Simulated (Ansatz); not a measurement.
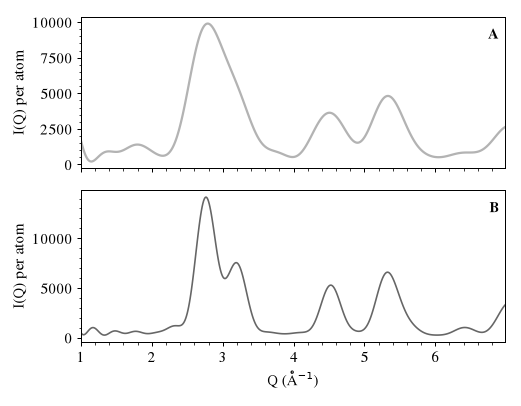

X-ray scattering of spheres cut from the crystal structure of Pt (Fm-3m, a = 3.920 Å, b = 3.920 Å, c = 3.920 Å, α = 90.00°, β = 90.00°, γ = 90.00°), calculated atom by atom with the Debye equation (B = 0.5 Å², no relaxation of the surface). Structure used: the input geometry of an electronic-structure calculation (not necessarily at equilibrium).

> The spheres are 14 and 20 Å across. Which curve is which?

curve A: 14 Å (87 atoms); curve B: 20 Å (321 atoms). Peak widths go roughly as 2π/D, so the largest sphere has the sharpest peaks.

> Index the main peaks of the largest sphere.

Q ≈ 2.76 Å⁻¹: 111; Q ≈ 3.19 Å⁻¹: 200; Q ≈ 4.53 Å⁻¹: 220; Q ≈ 5.33 Å⁻¹: 311.
